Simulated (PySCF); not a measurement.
**AlHF (SMILES [F][AlH]): UM06-2X/STO-3G**

Aim: the vertical ionisation energy of AlHF at UM06-2X/STO-3G, from 2 runs. 

The results are computed with PySCF 2.14.0.

9 further runs of the same task are left out: 9 set aside as unsound or not needed.

**1. Starting point**

The species is AlHF (3 atoms), meant as a doublet with charge 0. SMILES: `[F][AlH]`. The shape is that of a PBE0-D4/def2-TZVP optimisation.

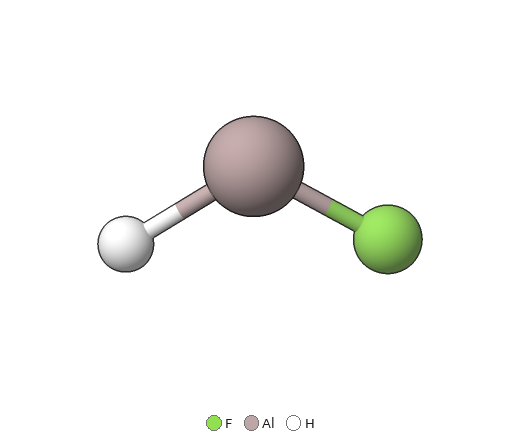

Viewed from a chosen angle; fluorine green, aluminium light grey, hydrogen white.

**2. The energy at UM06-2X/STO-3G**

run.py

```python
from pyscf import gto, dft

mol = gto.M(
    atom='''
F        0.907100       0.893200       0.585600
Al      -0.432500       0.318000      -0.199500
H       -0.485400      -1.276100      -0.399300
''',
    basis='sto-3g',
    spin=1,
    max_memory=1860,
    verbose=3,
)

mf = dft.UKS(mol, xc='m06-2x')
mf.grids.level = 5
mf.conv_tol = 1e-10
mf.kernel()
if not mf.converged:
    mf = mf.newton().run(mf.mo_coeff, mf.mo_occ)

e_final = mf.e_tot
print(f'total energy: {e_final:.8f} hartree')
```

Started as:

```
$ OMP_NUM_THREADS=1 python run.py
```

The log of the run:

```text
converged SCF energy = -338.452632564476  <S^2> = 0.7535159  2S+1 = 2.0035128
total energy: -338.45263256 hartree
```

Wall time 5.7 s (1 thread of Arm Neoverse N1, shared host); peak memory 0.18 GiB.

**3. The singlet cation at the same level**

job.py

```python
from pyscf import gto, dft

mol = gto.M(
    atom=[
    ('F', (0.907100, 0.893200, 0.585600)),
    ('Al', (-0.432500, 0.318000, -0.199500)),
    ('H', (-0.485400, -1.276100, -0.399300)),
],
    max_memory=1860,
    charge=1,
    verbose=3,
    basis='sto-3g',
)

myscf = dft.RKS(mol, xc='m06-2x')
myscf.grids.level = 5
myscf.conv_tol = 1e-10
myscf.kernel()
if not myscf.converged:
    myscf = myscf.newton().run(myscf.mo_coeff, myscf.mo_occ)

etot = myscf.e_tot
print(f'total energy: {etot:.8f} hartree')
```

Started as:

```
$ OMP_NUM_THREADS=1 python job.py
```

The log of the run:

```text
converged SCF energy = -338.277534463252
total energy: -338.27753446 hartree
```

Wall time 3.9 s (1 thread of Arm Neoverse N1, shared host); peak memory 0.17 GiB.

**4. Results**

At UM06-2X/STO-3G:

| quantity | value |
| --- | --- |
| doublet AlHF: total energy | -338.45263 Eh |
| doublet AlHF: dipole moment | 1.66 D |
| doublet AlHF: HOMO energy (highest over α and β) | -2.37 eV |
| doublet AlHF: LUMO energy (lowest over α and β) | 4.21 eV |
| doublet AlHF: ⟨S²⟩ | 0.754 |
| singlet cation: total energy | -338.27753 Eh |
| singlet cation: HOMO energy | -15.70 eV |
| singlet cation: LUMO energy | -6.96 eV |
| singlet cation: HOMO–LUMO gap | 8.74 eV |
| vertical ionisation energy (to the singlet cation) | 4.765 eV |

What this shows: The vertical ionisation energy comes to 4.76 eV (460 kJ/mol). Only the singlet of the ionised species was computed; a triplet could lie lower. In a minimal basis such a difference can be off by several eV, whatever the method.
